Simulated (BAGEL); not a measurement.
# AlH3S (SMILES [AlH2][SH]): PBE0/def2-TZVP (density fitting with qzvpp-jkfit)

What is the energy change on altering one bond length of AlH3S at PBE0/def2-TZVP (density fitting with qzvpp-jkfit)? 

The results are computed with BAGEL 1.2.2.

9 further runs of the same task are left out: 9 set aside as unsound or not needed. Runs told in other sessions of the task aren't counted.

### 1 Starting point

The species is AlH3S (5 atoms), meant as a singlet with charge 0. As SMILES, `[AlH2][SH]`. The shape is that of a PBE0-D4/def2-TZVP optimisation.

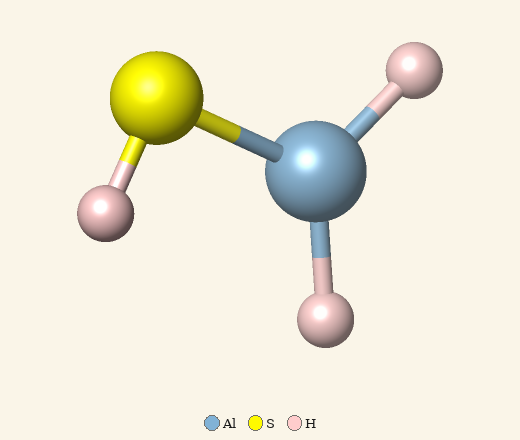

The structure, seen from a chosen angle (aluminium light blue, sulfur yellow, hydrogen pink).

### 2 The energy at PBE0/def2-TZVP (density fitting with qzvpp-jkfit)

input.json reads:

```json
{ "bagel" : [

{
  "title" : "molecule",
  "basis" : "def2-tzvp.json",
  "df_basis" : "qzvpp-jkfit",
  "angstrom" : "true",
  "geometry" : [
    { "atom" : "Al", "xyz" : [      -0.616100,      -0.064200,      -0.181700 ] },
    { "atom" : "S", "xyz" : [       1.129100,      -0.343100,       1.096600 ] },
    { "atom" : "H", "xyz" : [      -1.981700,      -0.650100,       0.351100 ] },
    { "atom" : "H", "xyz" : [      -0.441100,       0.696000,      -1.556400 ] },
    { "atom" : "H", "xyz" : [       1.959700,       0.287800,       0.249000 ] }
  ]
},

{
  "title" : "ks",
  "xc_func" : "pbe0"
},

{
  "title" : "print",
  "file" : "orbitals.molden",
  "orbitals" : "true"
}

]}
```

The basis set def2-TZVP is read from a file made from the Basis Set Exchange's data (not shown).

The run is started by

```bash
$ BAGEL_NUM_THREADS=1 BAGEL input.json > input.out
```

What it wrote:

```text
* using 1 threads per process

  ===============================================================
  ===============================================================

  *** Geometry ***

  { "atom" : "Al", "xyz" : [     -1.164260,     -0.121320,     -0.343363 ] },
  { "atom" : "S", "xyz" : [      2.133690,     -0.648365,      2.072274 ] },
  { "atom" : "H", "xyz" : [     -3.744870,     -1.228511,      0.663483 ] },
  { "atom" : "H", "xyz" : [     -0.833558,      1.315249,     -2.941170 ] },
  { "atom" : "H", "xyz" : [      3.703296,      0.543863,      0.470542 ] },

  Number of auxiliary basis functions:      310

  Since a DF basis is specified, we compute 2- and 3-index integrals:
    o Being stored without compression. Storage requirement is 0.021 GB

  Number of basis functions:       92
  Number of electrons      :       32

    * METHOD: MOLECULE                             0.11

  *** Kohn-Sham DFT ***

    * Removing 6817 points whose weight is below 1.00e-10
    * Grid points: 67713

  === Nuclear Repulsion ===
    73.8148997315

       - DIIS with orbital gradients will be used.

  === KS iteration (pbe0 / def2-tzvp.json) ===
      0       -563.48366258          0.28681216           0.24
      1       -480.29573426          0.18344742           0.25
      2       -467.07397454          0.23431111           0.24
      3       -625.82647941          0.17598088           0.23
      4       -623.09005837          0.15236491           0.23
      5       -624.39135212          0.14863277           0.23
      6       -624.66680763          0.14862788           0.24
      7       -622.13695033          0.19113423           0.23
      8       -640.17532977          0.06054741           0.24
      9       -642.13054620          0.01552349           0.24
     10       -642.19407254          0.00744410           0.23
     11       -642.21075494          0.00173533           0.23
     12       -642.21161597          0.00025313           0.23
     13       -642.21163543          0.00003172           0.24
     14       -642.21163578          0.00001185           0.24
     15       -642.21163583          0.00000330           0.25
     16       -642.21163583          0.00000138           0.24
     17       -642.21163583          0.00000036           0.24
     18       -642.21163583          0.00000022           0.24
     19       -642.21163583          0.00000004           0.24
     20       -642.21163583          0.00000001           0.24
     21       -642.21163583          0.00000000           0.24
    * SCF iteration converged.

    * Permanent dipole moment:
           (    0.006368,    -0.178950,     0.343749) a.u.

    * METHOD: KS                                   5.55

    * METHOD: PRINT                                0.02

  ===============================================================
```

Wall time 6 s (1 thread of Arm Neoverse V1, shared host); peak memory 0.3 GiB.

### 3 The distorted shape

dft.json reads:

```json
{ "bagel" : [

{
  "title" : "molecule",
  "basis" : "def2-tzvp.json",
  "df_basis" : "qzvpp-jkfit",
  "angstrom" : true,
  "geometry" : [
    { "atom" : "Al", "xyz" : [       1.022579,       0.638862,      -0.821044 ] },
    { "atom" : "S", "xyz" : [       2.767779,       0.359962,       0.457256 ] },
    { "atom" : "H", "xyz" : [      -1.981700,      -0.650100,       0.351100 ] },
    { "atom" : "H", "xyz" : [       1.197579,       1.399062,      -2.195744 ] },
    { "atom" : "H", "xyz" : [       3.598379,       0.990862,      -0.390344 ] }
  ]
},

{
  "title" : "ks",
  "xc_func" : "pbe0",
  "charge" : 0
},

{
  "title" : "print",
  "file" : "orbitals.molden",
  "orbitals" : true
}

]}
```

The basis set def2-TZVP is read from a file made from the Basis Set Exchange's data (not shown).

The run is started by

```bash
$ BAGEL_NUM_THREADS=1 BAGEL dft.json > dft.out
```

What it wrote:

```text
* using 1 threads per process

  ===============================================================
  ===============================================================

  *** Geometry ***

  { "atom" : "Al", "xyz" : [      1.932394,      1.207274,     -1.551548 ] },
  { "atom" : "S", "xyz" : [      5.230344,      0.680230,      0.864089 ] },
  { "atom" : "H", "xyz" : [     -3.744870,     -1.228511,      0.663483 ] },
  { "atom" : "H", "xyz" : [      2.263096,      2.643844,     -4.149355 ] },
  { "atom" : "H", "xyz" : [      6.799951,      1.872458,     -0.737643 ] },

  Number of auxiliary basis functions:      310

  Since a DF basis is specified, we compute 2- and 3-index integrals:
    o Being stored without compression. Storage requirement is 0.021 GB

  Number of basis functions:       92
  Number of electrons      :       32

    * METHOD: MOLECULE                             0.11

  *** Kohn-Sham DFT ***

    * Removing 6007 points whose weight is below 1.00e-10
    * Grid points: 68523

  === Nuclear Repulsion ===
    70.4330475124

       - DIIS with orbital gradients will be used.

  === KS iteration (pbe0 / def2-tzvp.json) ===
      0       -563.68670936          0.28558280           0.24
      1       -481.87203598          0.16894678           0.24
      2       -507.69891572          0.23864576           0.23
      3       -615.82056976          0.19037667           0.24
      4       -541.51144437          0.27374561           0.23
      5       -541.51881519          0.25177518           0.24
      6       -541.99678655          0.24878205           0.23
      7       -529.50517026          0.23936229           0.23
      8       -637.37894429          0.07543797           0.24
      9       -638.92651563          0.06695877           0.24
     10       -641.46309683          0.02818863           0.24
     11       -641.83936763          0.01542006           0.23
     12       -641.71613604          0.01264507           0.24
     13       -642.02034533          0.00652376           0.23
     14       -642.05068410          0.00338929           0.24
     15       -642.05259918          0.00292429           0.24
     16       -642.05880133          0.00156127           0.24
     17       -642.05875415          0.00132586           0.24
     18       -642.06039312          0.00025085           0.24
     19       -642.06044167          0.00007030           0.24
     20       -642.06044625          0.00001414           0.23
     21       -642.06044641          0.00000260           0.23
     22       -642.06044642          0.00000083           0.24
     23       -642.06044642          0.00000011           0.24
     24       -642.06044642          0.00000003           0.23
     25       -642.06044642          0.00000002           0.24
     26       -642.06044642          0.00000000           0.25
    * SCF iteration converged.

    * Permanent dipole moment:
           (   -1.207632,    -0.638663,     0.700909) a.u.

    * METHOD: KS                                   6.73

    * METHOD: PRINT                                0.02

  ===============================================================
```

Wall time 7.2 s (1 thread of Arm Neoverse V1, shared host); peak memory 0.3 GiB.

### 4 What came out

At PBE0/def2-TZVP (density fitting with qzvpp-jkfit):

| quantity | value |
| --- | --- |
| first shape: total energy | -642.21164 Eh |
| first shape: dipole moment | 0.99 D |
| first shape: HOMO energy | -7.86 eV |
| first shape: LUMO energy | -1.41 eV |
| first shape: HOMO–LUMO gap | 6.45 eV |
| distorted shape: total energy | -642.06045 Eh |
| distorted shape: dipole moment | 3.90 D |
| distorted shape: HOMO energy | -6.16 eV |
| distorted shape: LUMO energy | -3.57 eV |
| distorted shape: HOMO–LUMO gap | 2.59 eV |
| energy change with the Al1–H3 bond stretched from 1.579 to 3.473 Å | 4.114 eV |

One bond (distorted shape) is far stretched, which a spin-restricted single reference describes badly; a broken-symmetry solution may lie lower. With the Al1–H3 bond stretched from 1.579 to 3.473 Å the energy rises by 4.11 eV (95 kcal/mol). A restricted reference can't describe the breaking bond well at this length.
